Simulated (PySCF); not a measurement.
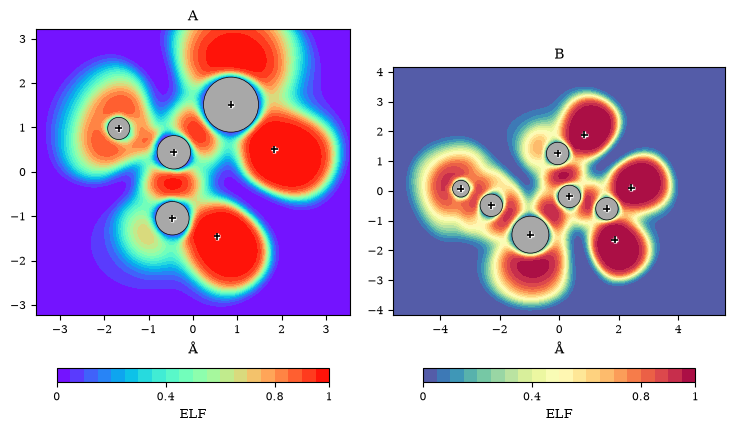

The ELF of 2 systems, each on a plane through atoms (crosses mark nuclei in the plane; grey discs cover the cores).

Theory: PySCF, CAM-B3LYP/def2-SVPD, SCF density, gas phase.

System 1: C2H4FP (SMILES [H]/P=C(\C)F), the plane of atoms C2, P4 and H8. Geometry: GFN2-xTB.

```xyz
8

C    -0.7052   -0.4484    0.2146
C     0.1932    0.6896   -0.1144
F    -0.4501    1.8790   -0.0644
P     1.8204    0.7269   -0.5241
H    -1.5427   -0.4716   -0.4845
H    -1.1178   -0.3160    1.2160
H    -0.1696   -1.3917    0.1672
H     1.9810   -0.6583   -0.4350
```

System 2: C4H5OP (SMILES C=C(C)P=C=O), the plane of atoms C2, C1 and H7. Geometry: GFN2-xTB.

```tsv
atom	x (Å)	y (Å)	z (Å)
C	-1.5780	-0.9202	-0.2895
C	-0.3720	-0.3893	-0.1195
C	-0.1483	1.0345	0.2814
P	1.0774	-1.4789	-0.3985
C	2.2677	-0.3950	-0.0654
O	3.2158	0.2470	0.1375
H	-1.7154	-1.9485	-0.5790
H	-2.4724	-0.3372	-0.1429
H	0.4017	1.0873	1.2210
H	-1.1028	1.5424	0.4059
H	0.4318	1.5606	-0.4768
```

**Which map belongs to which system?**

Panel A is system 1, C2H4FP: the plane holds C, F, P and H. C–F (1.35 Å): the ELF peaks at about 0.85 between the atoms, as expected for a shared but strongly polarised pair. Panel B is system 2, C4H5OP: the plane holds C, P, O and H. C–O (1.16 Å): the ELF peaks at about 0.85 between the atoms; a short, multiple covalent bond.
